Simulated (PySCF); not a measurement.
# C5H10O2Si: NMR shielding calculation

C5H10O2Si, computed with GIAO PBE0/pcSseg-1 NMR shielding, non-relativistic, gas phase (PySCF 2.14.0).

The geometry comes from this level: GFN2-xTB, MD frame at 250 fs, 300 K. It belongs to a series of runs on one base structure; here: MD frame at 250 fs, 300 K. Figures and captions count atoms from 1; the log counts them from 0 in places.

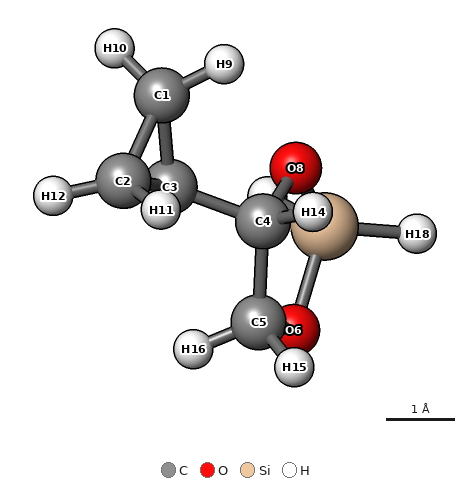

Figure 1. The structure (ball-and-stick view, seen at a tilt; atoms are numbered from 1 in the order of the input). Bond lengths as drawn: C–C 1.49 to 1.58 Å, C–H 1.06 to 1.14 Å, C–O 1.43 to 1.44 Å, H–Si 1.45 to 1.49 Å and O–Si 1.61 to 1.69 Å.

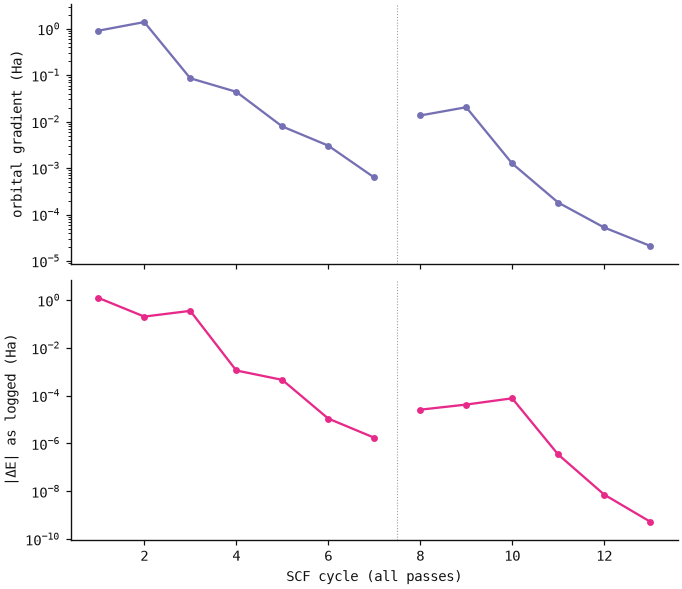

Figure 2. Convergence of the self-consistent field: orbital gradient and size of the energy change against the SCF cycle. The dotted line marks the change from a coarse to the final integration grid. The first 7 cycles use a coarse grid, the final grid takes over at cycle 8, and the field converges after 13 cycles in all.

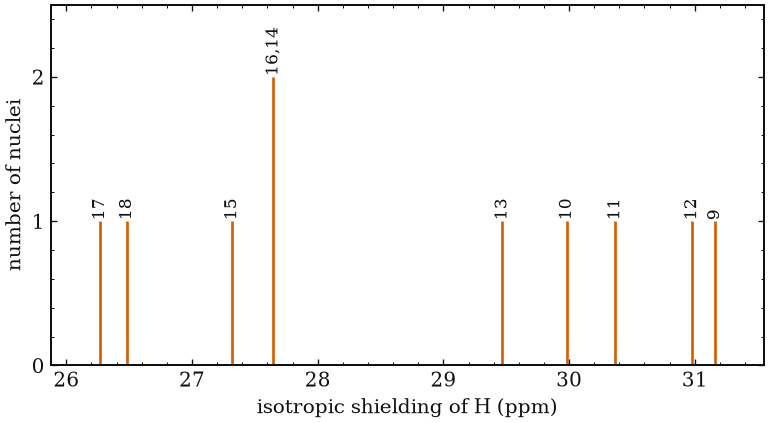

Figure 3. Isotropic shieldings of the hydrogen nuclei in this fixed geometry, labelled by atom number; shielding grows to the right, so chemical shift grows to the left. The least shielded is H17 (26.3 ppm), the most shielded H9 (31.2 ppm).

These pictures come from the run below.

**The input**
```
{"job": {"kind": "nmr", "xc": "PBE0", "basis": "pcSseg-1", "pop": false}, "charge": 0, "multiplicity": 1}
C     -2.138900     0.237500     0.721900
C     -2.208400    -1.256900     0.405900
C     -1.017100    -0.470500    -0.007900
C      0.300600    -0.495700     0.684800
C      1.292000    -1.437600    -0.111600
O      2.389900    -0.701800    -0.649200
Si     2.191900     0.937800    -0.274700
O      0.788500     0.844100     0.516100
H     -1.902100     0.631500     1.695200
H     -2.700900     0.959100     0.066800
H     -2.056300    -1.969800     1.254500
H     -2.843000    -1.687300    -0.333000
H     -0.971200    -0.111100    -1.086200
H      0.324300    -0.671600     1.767200
H      1.642600    -2.251400     0.536400
H      0.920700    -1.864300    -1.004900
H      1.965900     1.755200    -1.498900
H      3.427900     1.388600     0.333800
```

The first line tells a small driver script what to run in PySCF; the rest is the geometry in Å.

Launched with:
```bash
OMP_NUM_THREADS=1 python <driver script> task.json out
```

**The program's output**
```
coarse grid: 15432 points
cycle   1  E = -635.7037673608  dE =  1.233e+00  |g| = 9.083e-01  |ddm| = 3.816e+00
cycle   2  E = -635.5006921499  dE =  2.031e-01  |g| = 1.394e+00  |ddm| = 1.864e+00
cycle   3  E = -635.8534278454  dE = -3.527e-01  |g| = 8.595e-02  |ddm| = 1.255e+00
cycle   4  E = -635.8545584658  dE = -1.131e-03  |g| = 4.391e-02  |ddm| = 9.720e-02
cycle   5  E = -635.8550155213  dE = -4.571e-04  |g| = 7.885e-03  |ddm| = 4.388e-02
cycle   6  E = -635.8550265171  dE = -1.100e-05  |g| = 3.047e-03  |ddm| = 8.509e-03
cycle   7  E = -635.8550282555  dE = -1.738e-06  |g| = 6.282e-04  |ddm| = 2.799e-03
final grid: 144104 points
cycle   8  E = -635.9251491397  dE = -2.582e-05  |g| = 1.358e-02  |ddm| = 3.046e-02
cycle   9  E = -635.9251068463  dE =  4.229e-05  |g| = 2.044e-02  |ddm| = 2.401e-02
cycle  10  E = -635.9251841722  dE = -7.733e-05  |g| = 1.257e-03  |ddm| = 1.499e-02
cycle  11  E = -635.9251845174  dE = -3.452e-07  |g| = 1.813e-04  |ddm| = 1.167e-03
cycle  12  E = -635.9251845246  dE = -7.250e-09  |g| = 5.261e-05  |ddm| = 2.381e-04
cycle  13  E = -635.9251845252  dE = -5.334e-10  |g| = 2.118e-05  |ddm| = 6.664e-05
converged SCF energy = -635.9251845252

GIAO shielding tensors (ppm)
atom      isotropic    diamagn.    paramagn.     s11        s22        s33       span
  0 C      177.421     254.651     -77.230    142.323    170.372    219.567     77.244
  1 C      177.066     255.638     -78.572    152.070    176.963    202.166     50.096
  2 C      159.656     245.780     -86.125    130.051    141.670    207.245     77.194
  3 C      100.407     245.842    -145.435     67.035     97.382    136.805     69.770
  4 C      113.660     245.362    -131.702     79.873    106.918    154.189     74.316
  5 O      295.592     396.332    -100.740    216.103    268.600    402.072    185.969
  6 Si     350.707     880.503    -529.796    309.921    330.289    411.912    101.992
  7 O      264.512     398.724    -134.212    212.445    266.342    314.748    102.303
  8 H       31.159      31.649      -0.489     25.854     28.482     39.142     13.288
  9 H       29.980      29.991      -0.011     24.347     25.954     39.638     15.290
 10 H       30.365      30.308       0.057     24.865     27.644     38.585     13.720
 11 H       30.976      30.857       0.120     25.514     26.593     40.823     15.309
 12 H       29.468      31.538      -2.070     22.997     28.950     36.456     13.459
 13 H       27.664      31.970      -4.306     24.401     26.600     31.992      7.591
 14 H       27.317      29.360      -2.043     22.771     27.230     31.949      9.178
 15 H       27.627      31.861      -4.234     22.130     27.485     33.265     11.135
 16 H       26.266      29.961      -3.695     22.663     24.036     32.098      9.435
 17 H       26.480      28.834      -2.354     22.833     23.568     33.038     10.205
```

**Summary**

```json
{"quantity": "outcome", "value": "converged"}
{"quantity": "total energy", "value": "−635.925185 hartree"}
{"quantity": "HOMO", "value": "−7.66 eV"}
{"quantity": "LUMO", "value": "0.65 eV"}
{"quantity": "dipole moment", "value": "1.60 D"}
{"quantity": "isotropic shielding, C", "value": "100.4 to 177.4 ppm"}
{"quantity": "isotropic shielding, O", "value": "264.5 to 295.6 ppm"}
{"quantity": "isotropic shielding, Si", "value": "350.7 ppm"}
{"quantity": "isotropic shielding, H", "value": "26.3 to 31.2 ppm"}
{"quantity": "hardware", "value": "1 CPU thread, shared host"}
{"quantity": "wall time", "value": "63 s"}
{"quantity": "peak memory", "value": "0.86 GiB"}
```
